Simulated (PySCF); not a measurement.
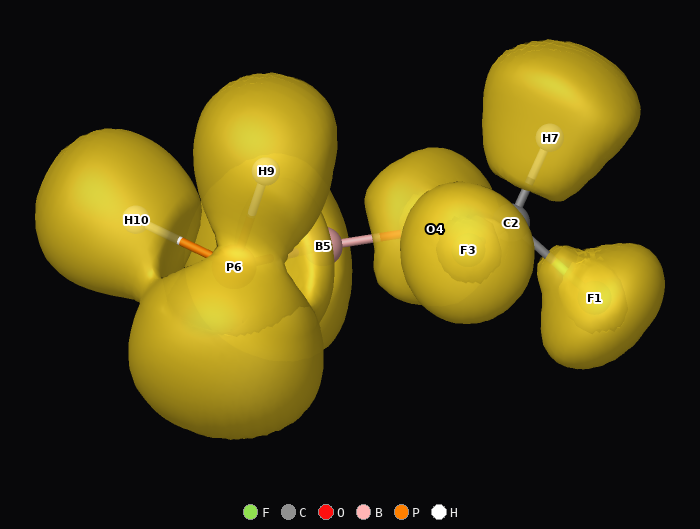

CH4BF2OP. Isosurface of the electron localisation function at 0.75 (yellow), seen from one side. Core shells and regions of very low density are left out.

Geometry: GFN2-xTB.

Computed with PBE0/def2-SVPD, SCF density, gas phase (PySCF 2.14.0).

The calculation's input:

```
{"job": {"kind": "uv", "xc": "PBE0", "basis": "def2-SVPD", "nstates": 8, "ntriplets": 3}, "charge": 0, "multiplicity": 1}
F     -2.536008    -0.546076     0.604282
C     -1.335809     0.040650     0.787974
F     -1.298580     1.068516    -0.093612
O     -0.367434    -0.867052     0.600214
B      0.695015    -0.845497    -0.226110
P      1.168635     0.564227    -1.407936
H     -1.319146     0.466882     1.808632
H      1.290523    -1.853997    -0.222250
H      1.177568     1.616005    -0.514902
H      2.534118     0.360997    -1.358818
```

Run with:

```sh
OMP_NUM_THREADS=1 python probes_run.py task.json out
```

What do the ELF domains correspond to?

Answer. The ELF exceeds this value in two regions around hydrogen nuclei, two regions on F in which the atom's valence shell and bonds are merged, one region on O in which the atom's valence shell and bonds are merged and one joined region spread over several atoms (H, P), in which their bonds and any lone pairs are merged. Along the contacts the grid gives the following. C–O (1.34 Å): the ELF peaks at about 0.90 between the atoms, as expected for a shared but strongly polarised pair. B–O (1.35 Å): the ELF peaks at about 0.90 between the atoms, as expected for a polar covalent bond.
